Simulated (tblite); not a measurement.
**Run report: C$_{5}$H$_{11}$GeN, geometry relaxation (part 2 of 2)**

Continued. System: C$_{5}$H$_{11}$GeN, SMILES CC#CC[N](C)[GeH3]. Method: GFN2-xTB geometry optimisation, gas phase (tblite 0.8.0). It belongs to a series of runs on one base structure; here: H on C replaced by propynyl.

Geometry of the input (Å):
```
C  3.7579  -0.0805  -0.5321
C  2.3160  -0.2082  -0.2109
C  1.1683  -0.3441  0.0803
C  -0.2728  -0.5008  0.4316
N  -1.1302  -0.0673  -0.6080
C  -1.1486  1.3348  -0.8786
Ge -2.8355  -0.7135  -0.2713
H  4.1597  -1.0482  -0.8794
H  4.3449  0.2225  0.3434
H  3.8021  0.6526  -1.3633
H  -0.5226  -1.5622  0.6897
H  -0.4030  0.0775  1.3760
H  -2.0114  1.8801  -0.4270
H  -1.2649  1.4374  -1.9937
H  -0.1669  1.8120  -0.6185
H  -2.9199  -2.1236  -0.9282
H  -3.9695  0.2159  -0.7563
H  -2.9122  -0.9781  1.2700
```

Trajectory as extended XYZ, continued:
```
18
Properties=species:S:1:pos:R:3:forces:R:3 step=69 energy=-573.92248
C     3.6000   -0.0591   -0.6886    0.0000  -0.0160   0.0050
C     2.2360   -0.1864   -0.2197    0.0070  -0.0110   0.0020
C     1.1212   -0.3363    0.1956    0.0110  -0.0110   0.0110
C    -0.2550   -0.4572    0.6502    0.0220   0.0080   0.0090
N    -1.1945   -0.0239   -0.3714    0.0220   0.0100   0.0260
C    -1.0374    1.3790   -0.6958    0.0090  -0.0170   0.0380
Ge   -2.8155   -0.8408   -0.4247    0.0450   0.0130  -0.0270
H     3.9560   -1.0246   -1.0470    0.0250  -0.0040  -0.0040
H     4.2453    0.2782    0.1227   -0.0100  -0.0060   0.0010
H     3.6582    0.6610   -1.5049   -0.0440   0.0000   0.0130
H    -0.4684   -1.5061    0.8919    0.0340  -0.0060  -0.0450
H    -0.3717    0.1294    1.5783    0.0200   0.0230   0.0040
H    -1.1691    2.0292    0.1796   -0.0170  -0.0040  -0.0020
H    -1.7670    1.6631   -1.4522   -0.0210  -0.0300  -0.0180
H    -0.0324    1.5463   -1.0913   -0.0170   0.0190  -0.0090
H    -2.5234   -2.3027   -0.5720    0.0000   0.0220   0.0230
H    -3.4998   -0.2800   -1.6247   -0.0450   0.0040  -0.0110
H    -3.6914   -0.6627    0.7976   -0.0390   0.0060  -0.0160
18
Properties=species:S:1:pos:R:3:forces:R:3 step=81 energy=-573.92925
C     3.6218   -0.0781   -0.6922    0.0070   0.0010  -0.0030
C     2.2562   -0.2079   -0.2320    0.0060   0.0120  -0.0010
C     1.1345   -0.3234    0.1741    0.0110  -0.0190  -0.0020
C    -0.2386   -0.4589    0.6300    0.0060   0.0040   0.0070
N    -1.1884   -0.0172   -0.3789   -0.0100  -0.0010   0.0180
C    -1.0693    1.3965   -0.6676   -0.0110   0.0000  -0.0070
Ge   -2.8127   -0.8323   -0.4297   -0.0120  -0.0080  -0.0050
H     3.9880   -1.0398   -1.0505    0.0040  -0.0040  -0.0030
H     4.2586    0.2613    0.1246    0.0070   0.0040  -0.0040
H     3.6747    0.6448   -1.5059   -0.0030   0.0030   0.0020
H    -0.4316   -1.5171    0.8463   -0.0210   0.0080  -0.0110
H    -0.3556    0.1083    1.5697    0.0140   0.0080   0.0050
H    -1.2393    2.0228    0.2193   -0.0110  -0.0060  -0.0200
H    -1.7995    1.6662   -1.4312    0.0180   0.0000   0.0190
H    -0.0662    1.6109   -1.0461   -0.0220  -0.0120   0.0090
H    -2.5100   -2.2965   -0.4619   -0.0110  -0.0040   0.0020
H    -3.4839   -0.3623   -1.6786    0.0290   0.0110  -0.0120
H    -3.7475   -0.5712    0.7343   -0.0020   0.0020   0.0060
18
Properties=species:S:1:pos:R:3:forces:R:3 step=92 energy=-573.93088
C     3.6275   -0.0794   -0.6980    0.0000   0.0000  -0.0040
C     2.2624   -0.2092   -0.2348   -0.0060   0.0010  -0.0060
C     1.1380   -0.3324    0.1620    0.0060  -0.0010   0.0030
C    -0.2319   -0.4600    0.6330    0.0010   0.0020   0.0010
N    -1.1958   -0.0132   -0.3591    0.0000  -0.0080  -0.0050
C    -1.0819    1.3994   -0.6524    0.0010  -0.0080  -0.0170
Ge   -2.8155   -0.8325   -0.4331    0.0000  -0.0110   0.0100
H     3.9937   -1.0409   -1.0569    0.0000  -0.0020  -0.0040
H     4.2679    0.2610    0.1157   -0.0060   0.0030   0.0020
H     3.6771    0.6436   -1.5119    0.0000   0.0010  -0.0020
H    -0.4333   -1.5170    0.8462    0.0070   0.0040   0.0160
H    -0.3279    0.1068    1.5754   -0.0070  -0.0030   0.0030
H    -1.2514    2.0286    0.2317   -0.0040  -0.0010  -0.0030
H    -1.8146    1.6654   -1.4147    0.0060  -0.0030   0.0130
H    -0.0815    1.6131   -1.0367    0.0030   0.0080   0.0120
H    -2.5183   -2.2987   -0.4240   -0.0030   0.0060  -0.0010
H    -3.4373   -0.3844   -1.7147    0.0000   0.0090  -0.0100
H    -3.7859   -0.5439    0.6960    0.0020   0.0040  -0.0070
18
Properties=species:S:1:pos:R:3:forces:R:3 step=104 energy=-573.93152
C     3.6243   -0.0784   -0.7072   -0.0010  -0.0030   0.0010
C     2.2601   -0.2122   -0.2423    0.0100   0.0080  -0.0010
C     1.1411   -0.3363    0.1692   -0.0120   0.0000   0.0010
C    -0.2282   -0.4614    0.6429    0.0010   0.0040   0.0010
N    -1.1901   -0.0203   -0.3539    0.0020   0.0000  -0.0020
C    -1.0829    1.3937   -0.6438    0.0040  -0.0020  -0.0030
Ge   -2.8130   -0.8327   -0.4400    0.0060   0.0040  -0.0030
H     3.9933   -1.0389   -1.0662    0.0000  -0.0010  -0.0030
H     4.2621    0.2634    0.1079    0.0040   0.0010  -0.0040
H     3.6736    0.6451   -1.5207   -0.0090  -0.0020   0.0020
H    -0.4283   -1.5162    0.8675   -0.0040   0.0040  -0.0020
H    -0.3256    0.1138    1.5800    0.0000  -0.0010   0.0060
H    -1.2621    2.0192    0.2411   -0.0010   0.0010  -0.0020
H    -1.8137    1.6567   -1.4082   -0.0060   0.0020  -0.0020
H    -0.0831    1.6182   -1.0230    0.0110  -0.0090   0.0150
H    -2.5290   -2.3005   -0.4151    0.0000   0.0000   0.0000
H    -3.4092   -0.3848   -1.7348   -0.0040  -0.0060   0.0000
H    -3.7979   -0.5221    0.6700    0.0000  -0.0010  -0.0020
18
Properties=species:S:1:pos:R:3:forces:R:3 step=115 energy=-573.93203
C     3.6178   -0.0774   -0.7168   -0.0030   0.0030   0.0010
C     2.2592   -0.2122   -0.2356    0.0130   0.0050  -0.0160
C     1.1418   -0.3394    0.1792   -0.0140   0.0080   0.0080
C    -0.2279   -0.4610    0.6539    0.0050  -0.0060   0.0010
N    -1.1862   -0.0234   -0.3480    0.0040   0.0140   0.0040
C    -1.0785    1.3914   -0.6339    0.0030   0.0200   0.0040
Ge   -2.8092   -0.8342   -0.4489   -0.0060   0.0210  -0.0060
H     3.9835   -1.0376   -1.0800    0.0010   0.0020   0.0020
H     4.2663    0.2682    0.0880    0.0010  -0.0070   0.0050
H     3.6549    0.6454   -1.5317   -0.0110  -0.0030  -0.0040
H    -0.4286   -1.5144    0.8823   -0.0080  -0.0060   0.0040
H    -0.3257    0.1190    1.5883   -0.0020  -0.0080  -0.0050
H    -1.2795    2.0167    0.2474   -0.0040  -0.0170  -0.0130
H    -1.7931    1.6535   -1.4145    0.0100  -0.0030   0.0030
H    -0.0696    1.6186   -0.9870   -0.0070  -0.0050  -0.0020
H    -2.5344   -2.3026   -0.4064    0.0100  -0.0080   0.0040
H    -3.3917   -0.4000   -1.7553    0.0110  -0.0030   0.0040
H    -3.8080   -0.5043    0.6425   -0.0010  -0.0060   0.0050
18
Properties=species:S:1:pos:R:3:forces:R:3 step=127 energy=-573.93240
C     3.6071   -0.0758   -0.7252    0.0000   0.0010  -0.0020
C     2.2527   -0.2126   -0.2334   -0.0020  -0.0010  -0.0010
C     1.1396   -0.3415    0.1924    0.0030   0.0020  -0.0030
C    -0.2304   -0.4621    0.6657   -0.0010   0.0020  -0.0010
N    -1.1835   -0.0213   -0.3400    0.0010   0.0020   0.0010
C    -1.0701    1.3922   -0.6297    0.0030   0.0020   0.0010
Ge   -2.8045   -0.8322   -0.4533    0.0010  -0.0080   0.0040
H     3.9718   -1.0353   -1.0909    0.0000  -0.0010   0.0020
H     4.2623    0.2715    0.0736   -0.0030  -0.0030   0.0010
H     3.6339    0.6459   -1.5415   -0.0010   0.0000  -0.0010
H    -0.4349   -1.5154    0.8925   -0.0030   0.0020   0.0000
H    -0.3300    0.1169    1.6001   -0.0020  -0.0020   0.0010
H    -1.2848    2.0192    0.2464    0.0020   0.0040  -0.0050
H    -1.7724    1.6515   -1.4222    0.0050  -0.0030   0.0060
H    -0.0559    1.6163   -0.9691   -0.0080   0.0020   0.0030
H    -2.5225   -2.2997   -0.4017    0.0000  -0.0010   0.0000
H    -3.3708   -0.4051   -1.7685   -0.0010   0.0010   0.0010
H    -3.8164   -0.5062    0.6283    0.0050   0.0010  -0.0070
```

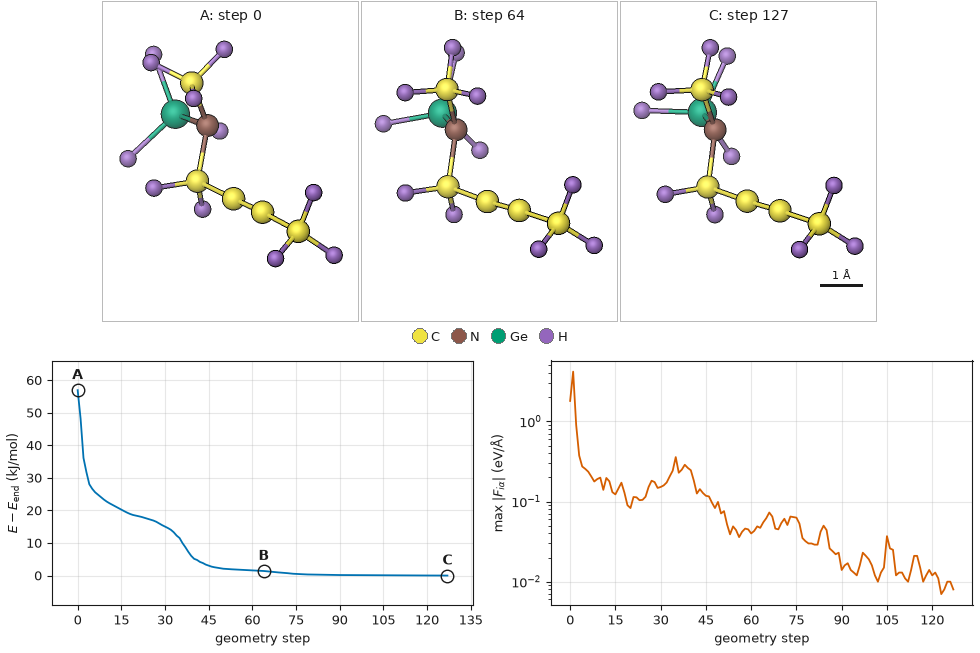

Figure 1. Frames of the relaxation (ball-and-stick view, seen at a tilt) above the curves, on which the letters mark them (steps are counted from 0).

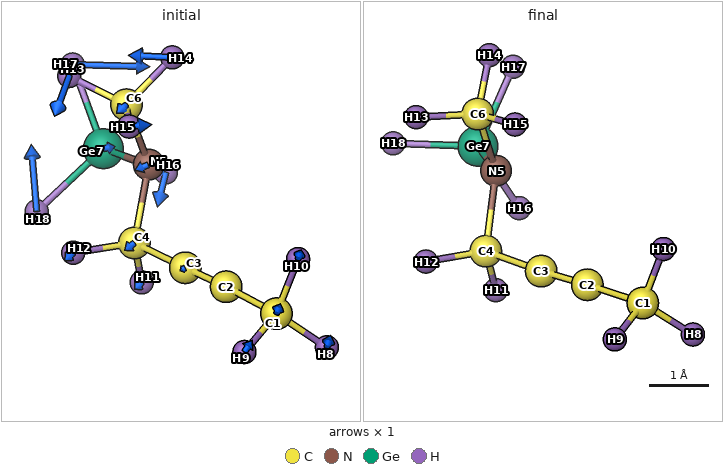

Figure 2. Before (left) and after (right) the relaxation, at one scale (ball-and-stick view, seen at a tilt). The blue arrows give the displacements, at true length. The atom that moves furthest after the best rigid fit is H17 (1.34 Å). Largest moves by element: H 1.34 Å, N 0.27 Å, C 0.27 Å, Ge 0.23 Å. Among the contacts that change: Ge7–H16 1.558 → 1.495 Å, Ge7–H17 1.544 → 1.494 Å, Ge7–H18 1.566 → 1.517 Å, C4–N5 1.416 → 1.454 Å. Among the angles that change: C4–N5–Ge7 108.5° → 119.5°, N5–Ge7–H18 106.4° → 117.1°, N5–Ge7–H17 114.1° → 105.4°. After 127 geometry steps the energy has fallen by 56.9 kJ/mol. Largest force component: 1.8 eV/Å at the start, 0.008 eV/Å at the end. (Atoms are counted from 1 in the order of the input.)

Summary:

- outcome: converged
- total energy: −573.9324 eV
- wall time: 1.4 s
- peak memory: 0.18 GiB
